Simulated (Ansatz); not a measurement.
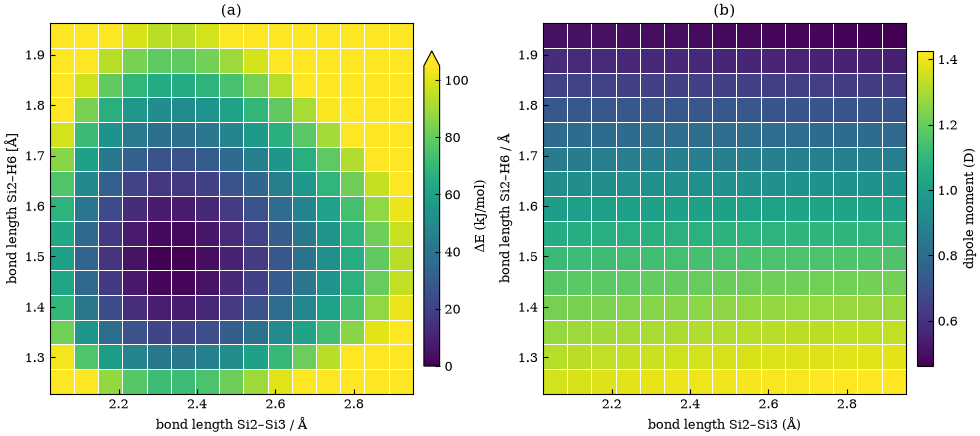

Cl3H3Si2, SMILES Cl[SiH2][SiH](Cl)Cl. 
- Coordinates scanned: (1) bond length Si2–Si3; (2) bond length Si2–H6.
- Nothing is relaxed (all other coordinates rigid).
- The grid has 15 × 15 points.
- All energies are given in kJ/mol relative to the lowest grid point.
- All numbers below come from RKS PBE0-D4/def2-SVP in Ansatz 0.2.0.

Panel (a) is the energy and panel (b) the computed dipole moment on the same grid.

In the figure: one coloured cell a grid point, one colour for all values above the top of the scale.

Q: How does the dipole moment vary over the map, and what is it at the lowest grid point?

A: Leaving out the highest fifth of the energies, it runs from 0.49 D at bond length Si2–Si3 = 2.426 Å, bond length Si2–H6 = 1.938 Å to 1.41 D at bond length Si2–Si3 = 2.611 Å, bond length Si2–H6 = 1.252 Å. At the lowest grid point, bond length Si2–Si3 = 2.364 Å, bond length Si2–H6 = 1.497 Å, it is 1.14 D.
